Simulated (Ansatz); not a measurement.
# CH₇AlBN: a spread of methods and bases, part 2 of 2

Ansatz 0.2.0, Gaussian basis; the settings change from run to run. The steps go on from the part before.

## 6. BLYP/STO-3G

This run has coordinates scaled by 0.92, density fitting with def2-universal-jkfit, the search for lower states set to full.

File in.yaml:

```yaml
crystal:
  periodic: [false, false, false]
  atoms:
    - {symbol: C, position_ang: [-0.600127, 1.562719, 0.162416]}
    - {symbol: B, position_ang: [-0.090586, 0.228199, 0.025469]}
    - {symbol: N, position_ang: [1.065490, -0.283402, 0.034773]}
    - {symbol: Al, position_ang: [0.426183, -1.820312, -0.202406]}
    - {symbol: H, position_ang: [-1.238230, 1.622513, 0.939154]}
    - {symbol: H, position_ang: [-1.127553, 1.827418, -0.653629]}
    - {symbol: H, position_ang: [0.129010, 2.240309, 0.300076]}
    - {symbol: H, position_ang: [-0.893992, -0.607638, -0.133013]}
    - {symbol: H, position_ang: [1.850500, 0.191655, 0.146063]}
    - {symbol: H, position_ang: [0.350652, -2.346229, -1.559827]}
    - {symbol: H, position_ang: [0.188819, -2.667577, 0.959784]}
basis:
  gaussian: {orbitals: STO-3G, fitting: {mean_field: def2-universal-jkfit}}
hamiltonian: {xc: {name: BLYP}}
scf: {lower_state_search: full}
```

Run with:

```console
> ansatz run in.yaml --threads 2 --pin off --events-out ev --progress --plain --max-ram 4352MiB
```

What it wrote:

```text
Functional definition: BLYP
  name "BLYP"
  cite "Becke, Phys. Rev. A 38, 3098 (1988) doi:10.1103/PhysRevA.38.3098"
  cite "Lee, Yang & Parr, Phys. Rev. B 37, 785 (1988) doi:10.1103/PhysRevB.37.785"
  parameter beta = 0.0042
  parameter a = 0.04918
  parameter b = 0.132
  parameter c = 0.2533
  parameter d = 0.349
  exchange = b88_x(beta = beta)
  correlation = lyp_c(a = a, b = b, c = c, d = d)
481 factors; integrals over basis functions are off by at most 7.0e-3 eV
mean field evaluation 1: about -9788.1469 eV, gradient 2.8e1 eV
mean field evaluation 2: about -9788.1477 eV, gradient 2.8e1 eV
mean field evaluation 4: about -9790.0270 eV, gradient 1.0e1 eV
mean field evaluation 8: about -9790.3283 eV, gradient 3.0e-2 eV
mean field -9790.32829575 eV, -359.7879287459 hartree, gradient 9.0e-6 eV, S^2 0.000000; 0 other end points of the search recorded, 0 dependent functions left out
reference -9790.32855600 eV, -359.7879383098 hartree; 19, 19 occupied and 12, 12 virtual orbitals, 481 factors
Total energy: -9790.32855600 eV, -359.7879383098 hartree
```

It took 0.5 s on 2 threads of Arm Neoverse V2, shared host.

## 7. B97/cc-pVDZ

Options: atoms shaken by 0.03 Å, density fitting with def2-universal-jkfit.

File in.yaml:

```yaml
crystal:
  periodic: [false, false, false]
  atoms:
    - {symbol: C, position_ang: [-0.715396, 1.641442, 0.184872]}
    - {symbol: B, position_ang: [-0.116065, 0.248537, 0.059771]}
    - {symbol: N, position_ang: [1.163028, -0.294083, 0.022337]}
    - {symbol: Al, position_ang: [0.491240, -2.002684, -0.232702]}
    - {symbol: H, position_ang: [-1.366921, 1.813883, 1.013198]}
    - {symbol: H, position_ang: [-1.196773, 1.969765, -0.726760]}
    - {symbol: H, position_ang: [0.120793, 2.438950, 0.358788]}
    - {symbol: H, position_ang: [-0.974403, -0.666818, -0.150537]}
    - {symbol: H, position_ang: [2.044355, 0.195676, 0.192279]}
    - {symbol: H, position_ang: [0.346016, -2.558344, -1.714429]}
    - {symbol: H, position_ang: [0.203026, -2.886630, 1.039929]}
basis:
  gaussian: {orbitals: cc-pVDZ, fitting: {mean_field: def2-universal-jkfit}}
hamiltonian: {xc: {name: B97}}
```

Same command.

What it wrote, cut to the lines that bear on the results:

```text
Functional definition: B97
  name "B97"
  cite "Becke, J. Chem. Phys. 107, 8554 (1997) doi:10.1063/1.475007"
[...]
      + integral(e_c_pw_opposite_spin*poly(b97_u_opposite, cos0, cos1, cos2))
481 factors; integrals over basis functions are off by at most 3.9e-1 eV
[...]
mean field -9913.89097099 eV, -364.3287733071 hartree, gradient 4.7e-5 eV, S^2 0.000000; 0 other end points of the search recorded, 0 dependent functions left out
reference -9913.89100043 eV, -364.3287743893 hartree; 19, 19 occupied and 76, 76 virtual orbitals, 481 factors
Total energy: -9913.89100043 eV, -364.3287743893 hartree
```

Wall time 2.9 s (2 threads of Arm Neoverse V2, shared host).

## 8. PBE/def2-mTZVPP

Options: unrestricted orbitals, atoms shaken by 0.08 Å, finite nuclei, D3(BJ) with three-body dispersion, high accuracy.

File in.yaml:

```yaml
crystal:
  periodic: [false, false, false]
  atoms:
    - {symbol: C, position_ang: [-0.623596, 1.727452, 0.055222]}
    - {symbol: B, position_ang: [-0.222596, 0.139689, -0.014059]}
    - {symbol: N, position_ang: [1.105369, -0.397223, -0.007212]}
    - {symbol: Al, position_ang: [0.420964, -1.944028, -0.211972]}
    - {symbol: H, position_ang: [-1.279840, 1.640889, 0.955547]}
    - {symbol: H, position_ang: [-1.200175, 2.032544, -0.688525]}
    - {symbol: H, position_ang: [0.104180, 2.605355, 0.319957]}
    - {symbol: H, position_ang: [-1.012543, -0.632177, 0.075114]}
    - {symbol: H, position_ang: [1.979201, 0.109544, 0.149187]}
    - {symbol: H, position_ang: [0.335487, -2.617480, -1.638543]}
    - {symbol: H, position_ang: [0.197542, -2.947700, 1.097394]}
basis:
  gaussian: {orbitals: def2-mTZVPP, nuclear_model: gaussian}
magnetization: {spin_polarized: true, initial_magnetization: 0}
hamiltonian: {xc: {name: PBE}, dispersion: d3bjatm}
accuracy: high
```

The command is unchanged.

What it wrote:

```text
Functional definition: PBE
  name "PBE"
  cite "Perdew, Burke & Ernzerhof, Phys. Rev. Lett. 77, 3865 (1996) doi:10.1103/PhysRevLett.77.3865"
  parent pbe
  parameter kappa = 0.804
  parameter beta = 0.06672455060314922
  exchange = pbe_x(kappa = kappa, mu = beta*pi^2/3)
  correlation = pbe_c(beta = beta)
2638 factors; integrals over basis functions are off by at most 5.6e-9 eV
mean field evaluation 1: about -9892.0010 eV, gradient 6.1e1 eV
mean field evaluation 2: about -9838.6504 eV, gradient 1.1e2 eV
mean field evaluation 4: about -9906.3220 eV, gradient 1.4e1 eV
mean field evaluation 8: about -9907.2745 eV, gradient 2.4e-1 eV
mean field evaluation 16: about -9907.2748 eV, gradient 1.3e-5 eV
mean field -9907.27482903 eV, -364.0856345749 hartree, gradient 3.0e-8 eV, S^2 0.000000; 0 other end points of the search recorded, 0 dependent functions left out
reference -9907.27483368 eV, -364.0856347456 hartree; 19, 19 occupied and 100, 100 virtual orbitals, 2638 factors
Total energy: -9907.46434924 eV, -364.0925993139 hartree
```

It took 8 s on 2 threads of Arm Neoverse V2, shared host; peak memory 0.44 GiB.

⟨S²⟩ 0.000.

## 9. SPW92/ANO-RCC-VTZP

Options: a point charge of 0.50 e beside it, the search for lower states set to off.

File in.yaml:

```yaml
crystal:
  periodic: [false, false, false]
  atoms:
    - {symbol: C, position_ang: [-0.652312, 1.698608, 0.176539]}
    - {symbol: B, position_ang: [-0.098463, 0.248043, 0.027684]}
    - {symbol: N, position_ang: [1.158142, -0.308046, 0.037796]}
    - {symbol: Al, position_ang: [0.463243, -1.978600, -0.220007]}
    - {symbol: H, position_ang: [-1.345902, 1.763601, 1.020820]}
    - {symbol: H, position_ang: [-1.225601, 1.986323, -0.710466]}
    - {symbol: H, position_ang: [0.140228, 2.435118, 0.326169]}
    - {symbol: H, position_ang: [-0.971730, -0.660477, -0.144580]}
    - {symbol: H, position_ang: [2.011413, 0.208320, 0.158764]}
    - {symbol: H, position_ang: [0.381144, -2.550249, -1.695464]}
    - {symbol: H, position_ang: [0.205238, -2.899540, 1.043243]}
basis:
  gaussian: {orbitals: ANO-RCC-VTZP, point_charges: [{charge: 0.50, position_ang: [5.440, -0.158, 0.559]}]}
hamiltonian: {xc: {name: SPW92}}
scf: {lower_state_search: off}
output: {forces: true}
```

Launched as before.

What it wrote, cut to the lines that bear on the results:

```text
Functional definition: SPW92
  name "SPW92"
  cite "Dirac, Proc. Camb. Phil. Soc. 26, 376 (1930) doi:10.1017/S0305004100016108"
  cite "Slater, Phys. Rev. 81, 385 (1951) doi:10.1103/PhysRev.81.385"
  cite "Perdew & Wang, Phys. Rev. B 45, 13244 (1992) doi:10.1103/PhysRevB.45.13244"
[...]
1492 factors; their error is unknown
[...]
mean field -9870.90049944 eV, -362.7489026176 hartree, gradient 2.0e-6 eV, S^2 0.000000; 0 other end points of the search recorded, 0 dependent functions left out
[...]
reference -9870.90056327 eV, -362.7489049636 hartree; 19, 19 occupied and 203, 203 virtual orbitals, 1492 factors
Total energy: -9870.90056327 eV, -362.7489049636 hartree
Relativity: scalar
Atom 0 at    -0.652312     1.698608     0.176539 Å, force     0.302277    -0.603143    -0.055390 eV/Å
Atom 1 at    -0.098463     0.248043     0.027684 Å, force    -0.116398     0.276922     0.027224 eV/Å
Atom 2 at     1.158142    -0.308046     0.037796 Å, force    -0.190986    -0.170088    -0.020765 eV/Å
Atom 3 at     0.463243    -1.978600    -0.220007 Å, force    -0.260277    -0.006307    -0.027865 eV/Å
Atom 4 at    -1.345902     1.763601     1.020820 Å, force    -0.181190     0.009347     0.182235 eV/Å
Atom 5 at    -1.225601     1.986323    -0.710466 Å, force    -0.154283     0.058210    -0.196821 eV/Å
Atom 6 at     0.140228     2.435118     0.326169 Å, force     0.194608     0.186295     0.036116 eV/Å
Atom 7 at    -0.971730    -0.660477    -0.144580 Å, force    -0.009113    -0.094422    -0.012692 eV/Å
Atom 8 at     2.011413     0.208320     0.158764 Å, force     0.305417     0.319101     0.047449 eV/Å
Atom 9 at     0.381144    -2.550249    -1.695464 Å, force     0.041241     0.030117    -0.072042 eV/Å
Atom 10 at     0.205238    -2.899540     1.043243 Å, force     0.033595     0.010111     0.087572 eV/Å
Dipole moment:    -0.028008     0.391441     0.042604 e Å
Checks for a lower state left out: stability, starts, cluster_reference, orbital_swaps, neighbouring_geometries, increment
```

Wall time 6 s (2 threads of Arm Neoverse V2, shared host).

Largest force 0.677 eV/Å, dipole 1.90 D.

## 10. PBE0/def2-SVPD

Set apart from the defaults: density fitting with def2-universal-jkfit.

in.yaml: that of step 9 with these lines changed.

```diff
@@ -15,5 +15,3 @@
 basis:
-  gaussian: {orbitals: ANO-RCC-VTZP, point_charges: [{charge: 0.50, position_ang: [5.440, -0.158, 0.559]}]}
-hamiltonian: {xc: {name: SPW92}}
-scf: {lower_state_search: off}
-output: {forces: true}
+  gaussian: {orbitals: def2-SVPD, fitting: {mean_field: def2-universal-jkfit}}
+hamiltonian: {xc: {name: PBE0}}
```

The command is unchanged.

What it wrote:

```text
Functional definition: PBE0
  name "PBE0"
  cite "Adamo & Barone, J. Chem. Phys. 110, 6158 (1999) doi:10.1063/1.478522"
  cite "Perdew, Burke & Ernzerhof, Phys. Rev. Lett. 77, 3865 (1996) doi:10.1103/PhysRevLett.77.3865"
  parent pbe
  parameter a = 0.25
  parameter kappa = 0.804
  parameter beta = 0.06672455060314922
  exchange = (1 - a)*pbe_x(kappa = kappa, mu = beta*pi^2/3) + a*exact_x
  correlation = pbe_c(beta = beta)
481 factors; integrals over basis functions are off by at most 3.9e-1 eV
mean field evaluation 1: about -9896.1682 eV, gradient 6.2e1 eV
mean field evaluation 2: about -9887.5163 eV, gradient 8.4e1 eV
mean field evaluation 4: about -9904.4221 eV, gradient 4.6e0 eV
mean field evaluation 8: about -9904.4731 eV, gradient 3.0e-2 eV
mean field -9904.47310005 eV, -363.9826729337 hartree, gradient 4.0e-5 eV, S^2 0.000000; 0 other end points of the search recorded, 0 dependent functions left out
reference -9904.47314556 eV, -363.9826746062 hartree; 19, 19 occupied and 121, 121 virtual orbitals, 481 factors
Total energy: -9904.47314556 eV, -363.9826746062 hartree
```

It took 1.8 s on 2 threads of Arm Neoverse V2, shared host.

## 11. All runs side by side

```csv
level,charge,multiplicity,geometry,functions,energy (eV),time
wB97X/6-31G,-1,2,relaxed,54,-9923.443,34 s
B97/def2-TZVP,1,2,shaken,172,-9904.540,47 s
B3LYP5/ANO-RCC-VTZP,0,1,"relaxed, point charge",222,-9928.287,7.5 s
B3LYP5/cc-pVDZ,-1,2,"relaxed, point charge",95,-9914.177,4.8 s
BLYP/STO-3G,0,1,scaled,31,-9790.329,0.5 s
B97/cc-pVDZ,0,1,shaken,95,-9913.891,2.9 s
PBE/def2-mTZVPP,0,1,shaken,119,-9907.464,8 s
SPW92/ANO-RCC-VTZP,0,1,"relaxed, point charge",222,-9870.901,6 s
PBE0/def2-SVPD,0,1,relaxed,140,-9904.473,1.8 s
```

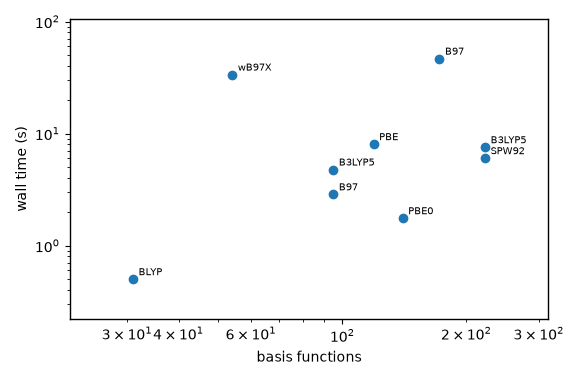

Wall time against the number of basis functions (shared host).

## 12. Results

The summary covers parts 1 to 2.

| quantity | value |
| --- | --- |
| runs | 9 |
| quickest | BLYP/STO-3G, 0.5 s |
| slowest | B97/def2-TZVP, 47 s |

The runs differ in state or geometry as well as level, so their energies can't be set against each other. Run time spans a factor of 93, from BLYP/STO-3G to B97/def2-TZVP. The jobs differ in tasks and options as well as level.
